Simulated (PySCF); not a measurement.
# CH8OSSi2: NMR shifts at several levels of theory

How much do the NMR shifts of CH8OSSi2 (`CS[Si@@H](O)[SiH3]`) depend on the level of theory, and what does each level cost?

Programs: PySCF 2.14.0, with density-fitted response routines of our own. Each step states its level of theory. These are calculated values for one molecule in the gas phase, unless marked as measured. Atoms count from 0, in the outputs and in this text.

## 1. The molecule as given

13 atoms, charge 0, multiplicity 1; geometry from: PBE0-D3(BJ)/def2-SVP.

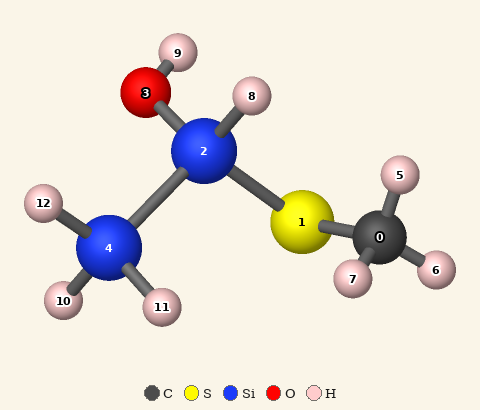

As it starts; carbon dark grey, sulfur yellow, silicon blue, oxygen red, hydrogen pink, atoms numbered; sticks join atoms by distance.

## 2. Nuclear shieldings: PBE0/6-31G*

Job settings and geometry (Å):

```
{"job": {"kind": "nmr", "xc": "PBE0", "basis": "6-31G*", "pop": true}, "charge": 0, "multiplicity": 1}
C     -2.228964    -0.167152    -0.627466
S     -0.918776    -1.428575    -0.505151
Si     0.449552    -0.361428     0.770126
O      1.420348    -1.448982     1.574457
Si     1.850322     0.983978    -0.525303
H     -2.614193     0.109574     0.364367
H     -3.043176    -0.613465    -1.213801
H     -1.875866     0.732713    -1.150902
H     -0.404950     0.453610     1.698830
H      0.961577    -2.114539     2.098606
H      2.674184     0.122038    -1.425284
H      0.983058     1.868024    -1.367323
H      2.751373     1.850130     0.296627
```

With the program's defaults for keys left out, this is: GIAO PBE0/6-31G* NMR shielding, non-relativistic, gas phase.

Started as:

```console
$ OMP_NUM_THREADS=1 python probes_run.py task.json out
```

The driver reads the jobs from task.json and runs them one after another.

Log:

```text
coarse grid: 12008 points
cycle   1  E = -1094.7711224348  dE =  1.714e-01  |g| = 6.825e-01  |ddm| = 3.158e+00
cycle   2  E = -1094.6246640571  dE =  1.465e-01  |g| = 1.095e+00  |ddm| = 1.739e+00
cycle   3  E = -1094.8648910672  dE = -2.402e-01  |g| = 8.115e-02  |ddm| = 1.210e+00
cycle   4  E = -1094.8663490932  dE = -1.458e-03  |g| = 3.380e-02  |ddm| = 1.502e-01
cycle   5  E = -1094.8667035650  dE = -3.545e-04  |g| = 6.360e-03  |ddm| = 5.539e-02
cycle   6  E = -1094.8667152606  dE = -1.170e-05  |g| = 1.660e-03  |ddm| = 1.006e-02
cycle   7  E = -1094.8667161097  dE = -8.491e-07  |g| = 3.783e-04  |ddm| = 2.661e-03
final grid: 100992 points
cycle   8  E = -1094.7974733047  dE = -8.895e-06  |g| = 6.396e-03  |ddm| = 1.800e-02
cycle   9  E = -1094.7974657586  dE =  7.546e-06  |g| = 8.486e-03  |ddm| = 1.431e-02
cycle  10  E = -1094.7974837459  dE = -1.799e-05  |g| = 6.412e-04  |ddm| = 8.434e-03
cycle  11  E = -1094.7974838416  dE = -9.570e-08  |g| = 1.480e-04  |ddm| = 7.962e-04
cycle  12  E = -1094.7974838465  dE = -4.893e-09  |g| = 4.350e-05  |ddm| = 2.111e-04
cycle  13  E = -1094.7974838470  dE = -4.670e-10  |g| = 1.048e-05  |ddm| = 5.155e-05
converged SCF energy = -1094.7974838470

GIAO shielding tensors (ppm)
atom      isotropic    diamagn.    paramagn.     s11        s22        s33       span
  0 C      182.595     251.966     -69.371    171.656    178.107    198.022     26.366
  1 S      702.872    1057.828    -354.956    582.360    658.297    867.961    285.601
  2 Si     375.113     878.808    -503.694    327.435    376.413    421.492     94.057
  3 O      296.869     387.678     -90.809    266.102    296.218    328.286     62.184
  4 Si     491.887     881.694    -389.808    484.305    490.496    500.859     16.554
  5 H       30.327      30.545      -0.217     25.285     28.312     37.385     12.101
  6 H       30.188      29.453       0.735     24.826     27.326     38.413     13.587
  7 H       30.390      31.332      -0.941     24.401     29.192     37.578     13.177
  8 H       25.975      30.607      -4.632     23.274     24.868     29.782      6.508
  9 H       30.781      27.375       3.406     22.907     26.884     42.552     19.645
 10 H       28.172      29.046      -0.874     25.126     26.340     33.049      7.923
 11 H       28.524      30.069      -1.545     25.053     27.714     32.805      7.752
 12 H       28.247      28.676      -0.429     24.995     25.859     33.888      8.892
```

It took 10 s on 1 thread of Arm Neoverse V1, shared host; peak memory 0.59 GiB.

Shifts follow as δ = σ(reference) − σ, with reference shieldings (ppm) from runs at the same level and on the same kind of geometry: 1H TMS 31.96, 13C TMS 194.1, 29Si TMS 418.1, 17O H2O 324.2, 33S CS2 546. The references are single molecules in the gas phase, so shifts against H2O, NH3, PH3, H3PO4 or CFCl3 are not on the usual liquid scales and can be off by tens of ppm. Atoms listed in one row are averaged.

| atoms | environment | σ (ppm) | δ (ppm) |
| --- | --- | --- | --- |
| C0 | methyl carbon bonded to S | 182.6 | 11.5 |
| H8 | hydrogen on a silicon bonded to O, S, Si | 25.97 | 5.99 |
| H10, H11, H12 | hydrogen on a silicon bonded to Si | 28.31 | 3.65 |
| H5, H6, H7 | hydrogen on a methyl carbon bonded to S | 30.30 | 1.66 |
| H9 | hydrogen on an oxygen bonded to Si | 30.78 | 1.18 |
| S1 | sulfur bonded to C, Si | 703 | -157 |
| Si2 | silicon bonded to O, S, Si, H | 375.1 | 43.0 |
| Si4 | silicon bonded to Si, 3 H | 491.9 | -73.8 |
| O3 | oxygen bonded to Si, H | 296.9 | 27.3 |

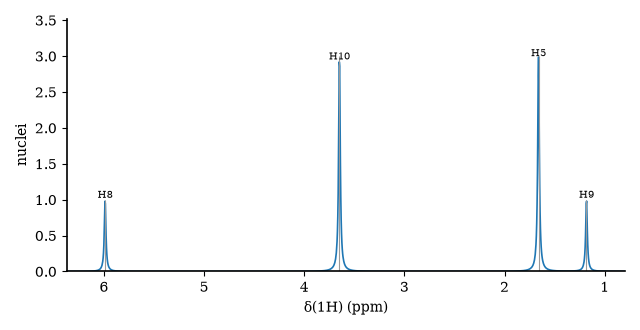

1H lines at the computed shifts, without couplings. Lines are broadened to a width of 0.02 ppm (Lorentzian).

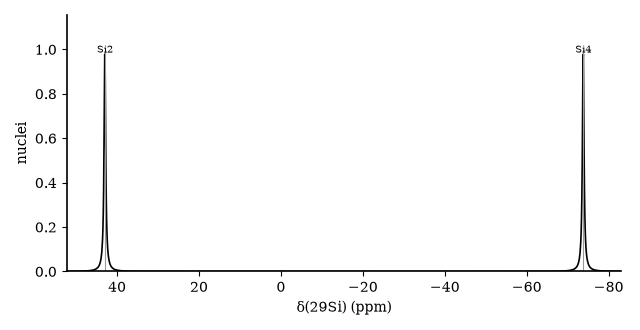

29Si lines at the computed shifts, without couplings. Lines are broadened to a width of 0.47 ppm (Lorentzian).

The run also stored atomic charges by several schemes (e):

| atoms | Mulliken | IAO | Hirshfeld | ESP fit |
| --- | --- | --- | --- | --- |
| C0 | -0.70 | -0.49 | -0.09 | -0.45 |
| S1 | -0.14 | -0.20 | -0.14 | -0.27 |
| Si2 | 0.56 | 0.79 | 0.27 | 0.47 |
| O3 | -0.72 | -0.76 | -0.30 | -0.59 |
| Si4 | 0.13 | 0.24 | 0.19 | 0.10 |

Mulliken charges:

C0 -0.70; S1 -0.14; Si2 0.56; O3 -0.72; Si4 0.13; H5 0.22; H6 0.23; H7 0.22; H8 -0.09; H9 0.45; H10 -0.03; H11 -0.06; H12 -0.05

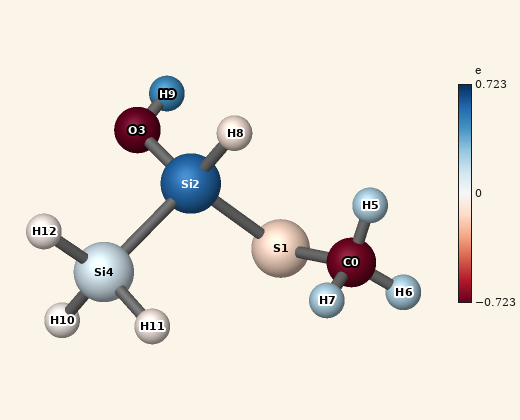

Mulliken charges, as colours on the atoms.

Mayer bond orders: C0–S1 0.97, S1–Si2 0.92, Si2–O3 1.07, Si2–Si4 0.89.

## 3. NMR shieldings: PBE0/6-311+G(2d,p)

Settings changed since step 2:

```diff
@@ -1,2 +1,2 @@
-{"job": {"kind": "nmr", "xc": "PBE0", "basis": "6-31G*", "pop": true}, "charge": 0, "multiplicity": 1}
+{"job": {"kind": "nmr", "xc": "PBE0", "basis": "6-311+G(2d,p)", "pop": true}, "charge": 0, "multiplicity": 1}
 C     -2.228964    -0.167152    -0.627466
```

Level: GIAO PBE0/6-311+G(2d,p) NMR shielding, non-relativistic, gas phase.

Log:

```text
coarse grid: 12008 points
cycle   1  E = -1094.8298381938  dE =  1.328e-01  |g| = 7.340e-01  |ddm| = 2.713e+00
cycle   2  E = -1094.6536999160  dE =  1.761e-01  |g| = 1.201e+00  |ddm| = 1.258e+00
cycle   3  E = -1094.9240517238  dE = -2.704e-01  |g| = 1.037e-01  |ddm| = 8.741e-01
cycle   4  E = -1094.9259783688  dE = -1.927e-03  |g| = 4.652e-02  |ddm| = 1.333e-01
cycle   5  E = -1094.9265176669  dE = -5.393e-04  |g| = 8.557e-03  |ddm| = 5.313e-02
cycle   6  E = -1094.9265343718  dE = -1.670e-05  |g| = 3.088e-03  |ddm| = 1.167e-02
cycle   7  E = -1094.9265368966  dE = -2.525e-06  |g| = 6.221e-04  |ddm| = 3.770e-03
final grid: 100992 points
cycle   8  E = -1094.9359347884  dE = -3.589e-05  |g| = 7.741e-03  |ddm| = 3.175e-02
cycle   9  E = -1094.9359243216  dE =  1.047e-05  |g| = 1.015e-02  |ddm| = 1.109e-02
cycle  10  E = -1094.9359454494  dE = -2.113e-05  |g| = 1.211e-03  |ddm| = 7.223e-03
cycle  11  E = -1094.9359457244  dE = -2.750e-07  |g| = 2.991e-04  |ddm| = 1.105e-03
cycle  12  E = -1094.9359457435  dE = -1.905e-08  |g| = 1.014e-04  |ddm| = 3.466e-04
cycle  13  E = -1094.9359457460  dE = -2.522e-09  |g| = 1.562e-05  |ddm| = 1.170e-04
cycle  14  E = -1094.9359457460  dE = -6.185e-11  |g| = 5.717e-06  |ddm| = 2.306e-05
converged SCF energy = -1094.9359457460

GIAO shielding tensors (ppm)
atom      isotropic    diamagn.    paramagn.     s11        s22        s33       span
  0 C      173.308     246.077     -72.769    161.786    167.127    191.010     29.224
  1 S      658.183    1057.550    -399.367    528.687    612.919    832.943    304.257
  2 Si     325.665     877.974    -552.308    277.566    323.121    376.309     98.743
  3 O      286.834     387.381    -100.547    257.981    287.576    314.945     56.964
  4 Si     454.578     881.368    -426.790    445.761    456.943    461.029     15.267
  5 H       29.479      30.494      -1.015     24.426     27.264     36.749     12.323
  6 H       29.517      28.685       0.832     24.155     26.838     37.558     13.403
  7 H       29.623      31.473      -1.850     23.563     28.277     37.029     13.466
  8 H       25.301      29.915      -4.614     22.858     24.253     28.792      5.933
  9 H       30.626      31.419      -0.793     22.873     26.662     42.342     19.470
 10 H       27.706      28.867      -1.161     24.841     25.962     32.315      7.473
 11 H       27.875      29.989      -2.114     24.559     27.056     32.011      7.452
 12 H       27.624      28.712      -1.088     24.511     25.198     33.162      8.651
```

It took 26 s on 1 thread of Arm Neoverse V1, shared host; peak memory 1 GiB.

In short: δ C0 13.1, S1 -151, Si2 18.8, Si4 -110.1, H8 6.21, H10 3.77 ppm (means over like atoms).

## 4. NMR shieldings: PBE0/def2-SVP

Settings changed since step 3:

```diff
@@ -1,2 +1,2 @@
-{"job": {"kind": "nmr", "xc": "PBE0", "basis": "6-311+G(2d,p)", "pop": true}, "charge": 0, "multiplicity": 1}
+{"job": {"kind": "nmr", "xc": "PBE0", "basis": "def2-SVP", "pop": true}, "charge": 0, "multiplicity": 1}
 C     -2.228964    -0.167152    -0.627466
```

Level: GIAO PBE0/def2-SVP NMR shielding, non-relativistic, gas phase.

Log:

```text
coarse grid: 12008 points
cycle   1  E = -1094.2428535067  dE =  1.391e-01  |g| = 6.843e-01  |ddm| = 3.389e+00
cycle   2  E = -1094.0941310233  dE =  1.487e-01  |g| = 1.100e+00  |ddm| = 1.618e+00
cycle   3  E = -1094.3353111890  dE = -2.412e-01  |g| = 7.758e-02  |ddm| = 1.111e+00
cycle   4  E = -1094.3365998144  dE = -1.289e-03  |g| = 3.293e-02  |ddm| = 1.427e-01
cycle   5  E = -1094.3369133052  dE = -3.135e-04  |g| = 6.939e-03  |ddm| = 5.298e-02
cycle   6  E = -1094.3369271824  dE = -1.388e-05  |g| = 1.851e-03  |ddm| = 1.042e-02
cycle   7  E = -1094.3369281981  dE = -1.016e-06  |g| = 4.344e-04  |ddm| = 2.957e-03
final grid: 100992 points
cycle   8  E = -1094.4640833701  dE = -1.289e-05  |g| = 6.610e-03  |ddm| = 2.414e-02
cycle   9  E = -1094.4640746727  dE =  8.697e-06  |g| = 9.036e-03  |ddm| = 1.421e-02
cycle  10  E = -1094.4640935678  dE = -1.890e-05  |g| = 7.224e-04  |ddm| = 8.418e-03
cycle  11  E = -1094.4640936899  dE = -1.220e-07  |g| = 1.560e-04  |ddm| = 8.732e-04
cycle  12  E = -1094.4640936957  dE = -5.827e-09  |g| = 4.538e-05  |ddm| = 2.286e-04
cycle  13  E = -1094.4640936963  dE = -5.764e-10  |g| = 9.819e-06  |ddm| = 5.784e-05
converged SCF energy = -1094.4640936963

GIAO shielding tensors (ppm)
atom      isotropic    diamagn.    paramagn.     s11        s22        s33       span
  0 C      181.857     246.151     -64.295    170.308    176.520    198.743     28.435
  1 S      728.732    1057.830    -329.099    619.391    686.779    880.026    260.635
  2 Si     392.817     880.536    -487.720    347.964    391.401    439.085     91.121
  3 O      303.055     382.008     -78.953    272.550    299.027    337.587     65.037
  4 Si     509.407     880.063    -370.655    499.225    510.056    518.941     19.716
  5 H       29.843      30.181      -0.338     24.748     27.495     37.288     12.541
  6 H       29.713      28.642       1.071     24.119     26.824     38.196     14.077
  7 H       29.903      31.115      -1.212     23.803     28.438     37.470     13.667
  8 H       25.492      31.227      -5.735     22.896     24.363     29.218      6.322
  9 H       30.307      29.781       0.526     22.194     26.342     42.386     20.192
 10 H       27.749      28.806      -1.056     24.796     25.872     32.581      7.784
 11 H       28.035      29.878      -1.843     24.580     27.245     32.279      7.699
 12 H       27.705      28.379      -0.673     24.386     25.274     33.456      9.070
```

Wall time 11 s (1 thread of Arm Neoverse V1, shared host); peak memory 0.68 GiB.

Key values: δ C0 11.9, S1 -161, Si2 14.4, Si4 -102.2, H8 5.85, H10 3.51 ppm (means over like atoms).

## 5. NMR shieldings: PBE0/def2-TZVP

Settings changed since step 4:

```diff
@@ -1,2 +1,2 @@
-{"job": {"kind": "nmr", "xc": "PBE0", "basis": "def2-SVP", "pop": true}, "charge": 0, "multiplicity": 1}
+{"job": {"kind": "nmr", "xc": "PBE0", "basis": "def2-TZVP", "pop": true}, "charge": 0, "multiplicity": 1}
 C     -2.228964    -0.167152    -0.627466
```

Level: GIAO PBE0/def2-TZVP NMR shielding, non-relativistic, gas phase.

Log:

```text
coarse grid: 12008 points
cycle   1  E = -1094.8560444855  dE =  1.438e-01  |g| = 7.249e-01  |ddm| = 2.601e+00
cycle   2  E = -1094.6862860133  dE =  1.698e-01  |g| = 1.192e+00  |ddm| = 1.163e+00
cycle   3  E = -1094.9508478441  dE = -2.646e-01  |g| = 9.385e-02  |ddm| = 8.149e-01
cycle   4  E = -1094.9525175250  dE = -1.670e-03  |g| = 4.295e-02  |ddm| = 1.093e-01
cycle   5  E = -1094.9529745451  dE = -4.570e-04  |g| = 8.326e-03  |ddm| = 4.154e-02
cycle   6  E = -1094.9529907236  dE = -1.618e-05  |g| = 3.192e-03  |ddm| = 8.384e-03
cycle   7  E = -1094.9529934687  dE = -2.745e-06  |g| = 5.684e-04  |ddm| = 2.994e-03
final grid: 100992 points
cycle   8  E = -1094.9503373185  dE = -3.196e-05  |g| = 7.481e-03  |ddm| = 2.694e-02
cycle   9  E = -1094.9503280906  dE =  9.228e-06  |g| = 9.622e-03  |ddm| = 9.853e-03
cycle  10  E = -1094.9503475177  dE = -1.943e-05  |g| = 1.157e-03  |ddm| = 6.116e-03
cycle  11  E = -1094.9503477777  dE = -2.601e-07  |g| = 2.684e-04  |ddm| = 8.118e-04
cycle  12  E = -1094.9503477929  dE = -1.519e-08  |g| = 9.326e-05  |ddm| = 2.522e-04
cycle  13  E = -1094.9503477950  dE = -2.037e-09  |g| = 1.705e-05  |ddm| = 6.823e-05
cycle  14  E = -1094.9503477950  dE = -7.572e-11  |g| = 5.689e-06  |ddm| = 1.809e-05
converged SCF energy = -1094.9503477950

GIAO shielding tensors (ppm)
atom      isotropic    diamagn.    paramagn.     s11        s22        s33       span
  0 C      174.010     245.342     -71.332    162.539    168.339    191.152     28.613
  1 S      653.526    1057.021    -403.495    520.882    603.067    836.628    315.746
  2 Si     315.478     877.381    -561.903    266.872    311.588    367.975    101.103
  3 O      286.507     381.113     -94.605    260.235    286.553    312.735     52.500
  4 Si     445.138     880.289    -435.151    436.783    446.701    451.931     15.149
  5 H       29.525      29.785      -0.260     24.469     27.340     36.767     12.297
  6 H       29.576      28.256       1.321     24.244     26.862     37.623     13.379
  7 H       29.642      30.653      -1.011     23.646     28.267     37.012     13.366
  8 H       25.277      30.544      -5.267     22.906     24.294     28.631      5.725
  9 H       30.464      29.059       1.405     22.740     26.479     42.173     19.434
 10 H       27.710      29.025      -1.315     24.932     25.977     32.219      7.287
 11 H       27.850      29.835      -1.985     24.624     26.998     31.930      7.306
 12 H       27.592      28.657      -1.065     24.529     25.183     33.065      8.536
```

Run time: 29 s. Hardware: 1 thread of Arm Neoverse V1, shared host; peak memory 0.94 GiB.

Key values: δ C0 12.6, S1 -161, Si2 16.1, Si4 -113.6, H8 6.20, H10 3.76 ppm (means over like atoms).

## 6. Shielding tensors: PBE0/cc-pVDZ

Settings changed since step 5:

```diff
@@ -1,2 +1,2 @@
-{"job": {"kind": "nmr", "xc": "PBE0", "basis": "def2-TZVP", "pop": true}, "charge": 0, "multiplicity": 1}
+{"job": {"kind": "nmr", "xc": "PBE0", "basis": "cc-pVDZ", "pop": true}, "charge": 0, "multiplicity": 1}
 C     -2.228964    -0.167152    -0.627466
```

Level: GIAO PBE0/cc-pVDZ NMR shielding, non-relativistic, gas phase.

Log:

```text
coarse grid: 12008 points
cycle   1  E = -1094.7512189242  dE =  2.161e-01  |g| = 6.890e-01  |ddm| = 6.141e+00
cycle   2  E = -1094.5960055368  dE =  1.552e-01  |g| = 1.118e+00  |ddm| = 2.442e+00
cycle   3  E = -1094.8447594225  dE = -2.488e-01  |g| = 8.200e-02  |ddm| = 1.488e+00
cycle   4  E = -1094.8462297348  dE = -1.470e-03  |g| = 3.487e-02  |ddm| = 2.355e-01
cycle   5  E = -1094.8465897417  dE = -3.600e-04  |g| = 7.193e-03  |ddm| = 8.991e-02
cycle   6  E = -1094.8466048773  dE = -1.514e-05  |g| = 1.966e-03  |ddm| = 1.644e-02
cycle   7  E = -1094.8466060595  dE = -1.182e-06  |g| = 4.342e-04  |ddm| = 4.979e-03
final grid: 100992 points
cycle   8  E = -1094.8612173933  dE = -9.847e-06  |g| = 6.413e-03  |ddm| = 3.951e-02
cycle   9  E = -1094.8612094791  dE =  7.914e-06  |g| = 8.563e-03  |ddm| = 2.482e-02
cycle  10  E = -1094.8612275496  dE = -1.807e-05  |g| = 7.042e-04  |ddm| = 1.389e-02
cycle  11  E = -1094.8612276702  dE = -1.206e-07  |g| = 1.592e-04  |ddm| = 1.294e-03
cycle  12  E = -1094.8612276760  dE = -5.784e-09  |g| = 4.711e-05  |ddm| = 2.989e-04
cycle  13  E = -1094.8612276765  dE = -5.816e-10  |g| = 1.008e-05  |ddm| = 8.237e-05
converged SCF energy = -1094.8612276765

GIAO shielding tensors (ppm)
atom      isotropic    diamagn.    paramagn.     s11        s22        s33       span
  0 C      183.604     246.827     -63.223    171.911    177.974    200.927     29.016
  1 S      715.259    1059.320    -344.061    600.392    672.021    873.363    272.971
  2 Si     396.863     882.587    -485.725    352.245    397.378    440.965     88.720
  3 O      304.959     380.991     -76.032    273.286    302.008    339.584     66.298
  4 Si     510.521     882.171    -371.650    500.928    513.893    516.741     15.813
  5 H       29.652      30.392      -0.740     24.696     27.267     36.994     12.298
  6 H       29.577      28.610       0.967     24.103     26.767     37.860     13.757
  7 H       29.735      31.398      -1.663     23.765     28.328     37.111     13.347
  8 H       25.516      31.173      -5.657     22.786     24.273     29.489      6.703
  9 H       30.415      30.083       0.332     22.381     26.306     42.559     20.178
 10 H       27.754      28.899      -1.146     24.697     25.758     32.806      8.108
 11 H       28.040      29.945      -1.904     24.550     27.122     32.450      7.900
 12 H       27.706      28.531      -0.825     24.424     25.058     33.637      9.213
```

Wall time 12 s (1 thread of Arm Neoverse V1, shared host); peak memory 0.71 GiB.

In short: δ C0 13.2, S1 -166, Si2 21.7, Si4 -91.9, H8 5.77, H10 3.46 ppm (means over like atoms).

## 7. NMR shieldings: PBE0/cc-pVTZ

Settings changed since step 6:

```diff
@@ -1,2 +1,2 @@
-{"job": {"kind": "nmr", "xc": "PBE0", "basis": "cc-pVDZ", "pop": true}, "charge": 0, "multiplicity": 1}
+{"job": {"kind": "nmr", "xc": "PBE0", "basis": "cc-pVTZ", "pop": true}, "charge": 0, "multiplicity": 1}
 C     -2.228964    -0.167152    -0.627466
```

With the program's defaults for keys left out, this is: GIAO PBE0/cc-pVTZ NMR shielding, non-relativistic, gas phase.

Log:

```text
coarse grid: 12008 points
cycle   1  E = -1094.8491542250  dE =  1.558e-01  |g| = 7.255e-01  |ddm| = 6.409e+00
cycle   2  E = -1094.6817295162  dE =  1.674e-01  |g| = 1.190e+00  |ddm| = 2.232e+00
cycle   3  E = -1094.9443318861  dE = -2.626e-01  |g| = 9.195e-02  |ddm| = 1.416e+00
cycle   4  E = -1094.9459618775  dE = -1.630e-03  |g| = 4.139e-02  |ddm| = 2.036e-01
cycle   5  E = -1094.9464057253  dE = -4.438e-04  |g| = 8.283e-03  |ddm| = 7.704e-02
cycle   6  E = -1094.9464233585  dE = -1.763e-05  |g| = 2.893e-03  |ddm| = 1.503e-02
cycle   7  E = -1094.9464256830  dE = -2.324e-06  |g| = 6.136e-04  |ddm| = 5.228e-03
final grid: 100992 points
cycle   8  E = -1094.9550416919  dE = -4.443e-05  |g| = 7.331e-03  |ddm| = 8.217e-02
cycle   9  E = -1094.9550321309  dE =  9.561e-06  |g| = 9.731e-03  |ddm| = 2.274e-02
cycle  10  E = -1094.9550524528  dE = -2.032e-05  |g| = 1.012e-03  |ddm| = 1.331e-02
cycle  11  E = -1094.9550526635  dE = -2.107e-07  |g| = 2.638e-04  |ddm| = 1.441e-03
cycle  12  E = -1094.9550526776  dE = -1.407e-08  |g| = 9.832e-05  |ddm| = 4.868e-04
cycle  13  E = -1094.9550526801  dE = -2.523e-09  |g| = 1.447e-05  |ddm| = 1.318e-04
cycle  14  E = -1094.9550526802  dE = -5.366e-11  |g| = 5.811e-06  |ddm| = 3.021e-05
converged SCF energy = -1094.9550526802

GIAO shielding tensors (ppm)
atom      isotropic    diamagn.    paramagn.     s11        s22        s33       span
  0 C      174.380     242.812     -68.432    162.813    168.702    191.625     28.812
  1 S      686.644    1058.603    -371.959    563.834    641.036    855.063    291.229
  2 Si     343.171     884.591    -541.420    296.960    335.274    397.279    100.319
  3 O      292.097     374.126     -82.029    265.175    289.599    321.517     56.342
  4 Si     468.600     886.430    -417.830    462.113    468.554    475.134     13.020
  5 H       29.334      30.074      -0.740     24.203     27.097     36.702     12.499
  6 H       29.354      28.838       0.516     23.900     26.583     37.579     13.680
  7 H       29.436      30.885      -1.449     23.332     28.055     36.921     13.589
  8 H       25.272      30.882      -5.610     22.782     24.211     28.823      6.040
  9 H       30.091      30.148      -0.057     21.965     25.918     42.391     20.425
 10 H       27.724      28.801      -1.078     24.889     25.948     32.334      7.445
 11 H       27.876      29.724      -1.848     24.582     26.993     32.052      7.470
 12 H       27.614      28.412      -0.798     24.482     25.173     33.187      8.705
```

It took 43 s on 1 thread of Arm Neoverse V1, shared host; peak memory 1.1 GiB.

Key values: δ C0 12.9, S1 -162, Si2 16.8, Si4 -108.6, H8 6.02, H10 3.55 ppm (means over like atoms).

[end of part 1 of 2]
